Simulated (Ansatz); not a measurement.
H$_{7}$N$_{3}$Si (SMILES N[SiH](N)N)

The calculation's input:

```
crystal:
  periodic: [false, false, false]
  atoms:
    - { symbol: "N", position_ang: [-1.1006, 0.7346, -0.2628] }
    - { symbol: Si, position_ang: [0.4315, 0.3475, -0.0277] }
    - { symbol: "N", position_ang: [0.60846, -0.68668, -1.2969] }
    - { symbol: "N", position_ang: [1.19203, 1.69686, -0.6033] }
    - { symbol: H, position_ang: [-1.1799, 1.5977, -0.8833] }
    - { symbol: H, position_ang: [-1.5022, 1.1043, 0.6274] }
    - { symbol: H, position_ang: [0.85778, -0.10512, 1.32111] }
    - { symbol: H, position_ang: [1.66159, -0.88447, -1.35149] }
    - { symbol: H, position_ang: [0.38897, -0.23845, -2.13759] }
    - { symbol: H, position_ang: [1.22406, 2.37734, 0.09084] }
    - { symbol: H, position_ang: [0.42335, 2.09728, -1.28002] }
basis:
  gaussian: { orbitals: cc-pVDZ }
hamiltonian:
  xc: pbe0
relax:
  f_tol: 0.015
  max_steps: 40
output:
  orbitals: {}
```

Run with:

```sh
ansatz run input.yaml --threads 2 --pin off --max-ram 3072MiB --backend cpu --events-out ev --progress --plain --runs-dir out
```

The fields are those of the run's last geometry, not of the input's.

Computed with Ansatz 0.2.0, RKS PBE0/cc-pVDZ.

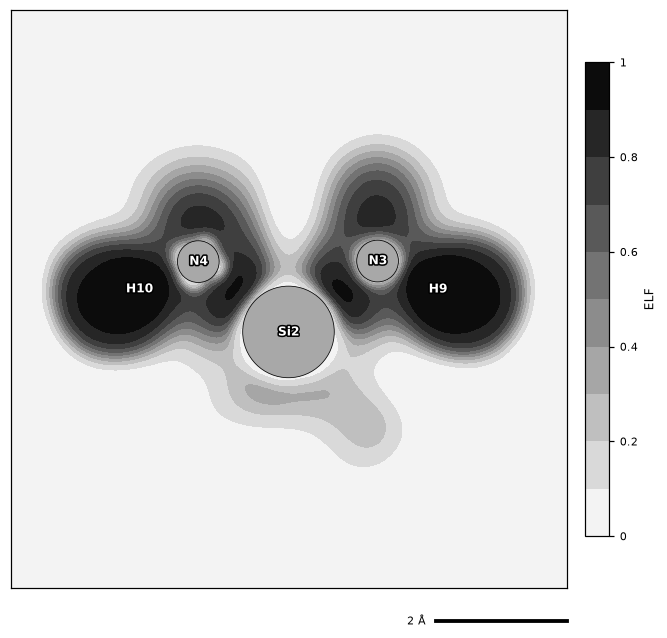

Figure 1. Electron localisation function on the plane of atoms Si2, N3 and H9. Grey discs cover the atomic cores.

### What does the map show?

The section cuts through Si, N and H sites.
Si–N (1.74 Å): the ELF peaks at about 0.90 between the atoms, as expected for a shared but strongly polarised pair.
N–H (1.02 Å): the ELF climbs to about 1 towards the hydrogen, as it does in any bond to H (a covalent bond by its length).

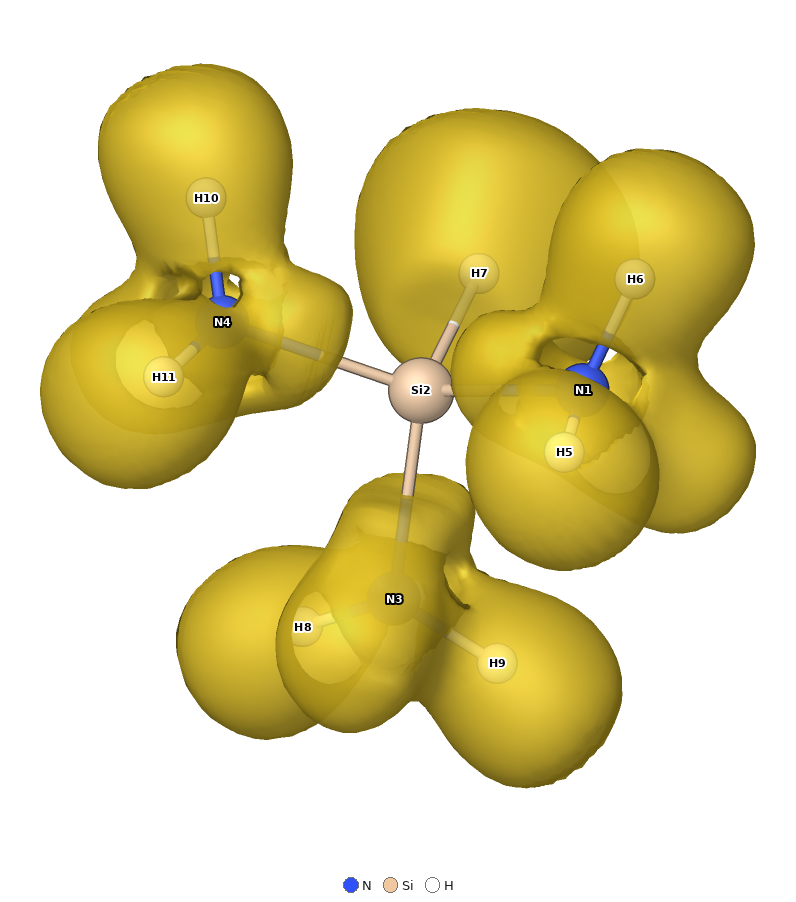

Figure 2. Isosurface of the electron localisation function at 0.75 (yellow), seen at a tilt. Only the valence region is drawn (cores and ρ < 0.01 e/Å³ removed).

### Describe the localisation domains.

At this value the surface marks out one region around a hydrogen nucleus and three joined regions spread over several atoms (H, N), in which their bonds and any lone pairs are merged.

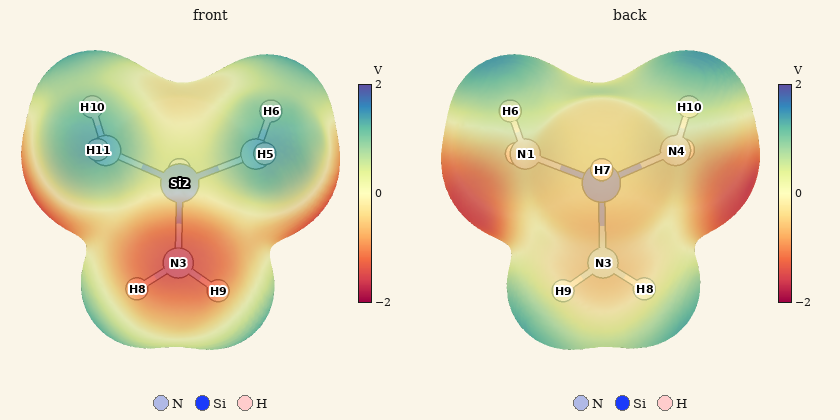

Figure 3. The molecular electrostatic potential painted on the density surface at 0.002 e/bohr³, seen from the front and from behind; red is negative and blue positive.

### Which sites attract a positive test charge, and which a negative one?

A positive charge is drawn to the negative regions and a negative charge to the positive ones. The most negative region (about −1.6 V, or −37 kcal/mol for a unit charge) lies over N1 and N4, the most positive (about +1.4 V, or +32 kcal/mol for a unit charge) over H5, H6, H10 and H11.

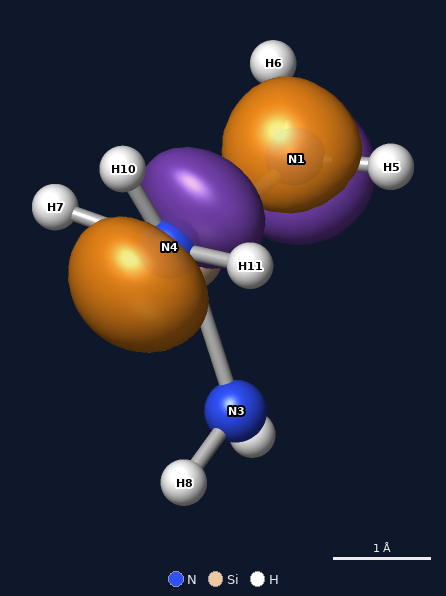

Figure 4. The HOMO at ±0.2 Å⁻³ᐟ² (orange and purple are the two phases), seen at an oblique angle.

### Where does this orbital lie, and at what energy?

By Hirshfeld shares it lies mainly on N1 (about 40 %) and N4 (about 40 %); largely a combination of lone pairs on N1 and N4. Its energy is −6.58 eV.
